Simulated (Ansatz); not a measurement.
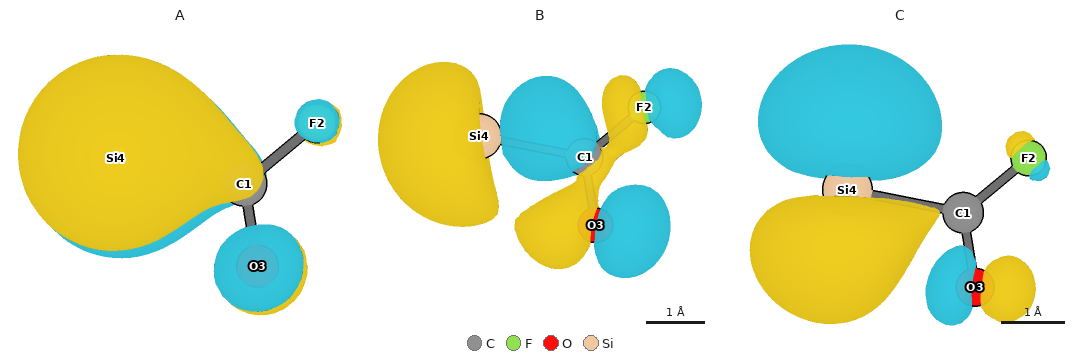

The picture shows: CFOSi (SMILES [O]C(F)=[Si]) (doublet). Three frontier orbitals at ±0.1 Å⁻³ᐟ² (yellow and cyan are the two phases), in no order.

Geometry: B3LYP-D3(BJ)/6-311G**.

Computed with Ansatz 0.2.0, isolated molecule in a Gaussian basis; Kohn-Sham density functional theory, functional PBE0.

Input file:

```
crystal:
  periodic: [false, false, false]
  atoms:
    - {symbol: C, position_ang: [0.502300, -3.249336, 2.276442]}
    - {symbol: F, position_ang: [1.402730, -2.324082, 1.857986]}
    - {symbol: O, position_ang: [-0.581027, -2.909872, 2.680473]}
    - {symbol: Si, position_ang: [0.672195, -5.122392, 2.337591]}
basis:
  gaussian: {orbitals: def2-TZVPD}
magnetization: {spin_polarized: true, initial_magnetization: 1}
hamiltonian: {xc: pbe0}
output: {forces: true, orbitals: {seedname: orbitals}}
```

Command:

```sh
ansatz run input.yaml --threads 1 --pin off --max-ram 2610MiB --events-out events.jsonl --progress --plain --runs-dir runs
```

Question: Which picture is the HOMO−1, the HOMO and the LUMO? All are α orbitals.

Answer: B is the HOMO−1 (α) (−8.33 eV). Its weight (Hirshfeld) is mainly on Si4 (about 40 %), O3 (about 25 %), C1 (about 20 %) and F2 (about 10 %); it is symmetric in the molecular plane (an in-plane orbital: σ, lone-pair or in-plane π type). A is the HOMO (α) (−6.37 eV). By Hirshfeld shares it lies mainly on Si4 (about 80 %), C1 (about 10 %) and O3 (about 10 %); it changes sign across the molecular plane (π type); π-antibonding (a node) across C1–O3. C is the LUMO (α) (−3.53 eV). By Hirshfeld shares it lies mainly on Si4 (about 85 %) and O3 (about 5 %); it is symmetric in the molecular plane (an in-plane orbital: σ, lone-pair or in-plane π type).

Question: What is the gap between the highest occupied and lowest empty α orbitals?

Answer: 2.84 eV between the orbital energies.
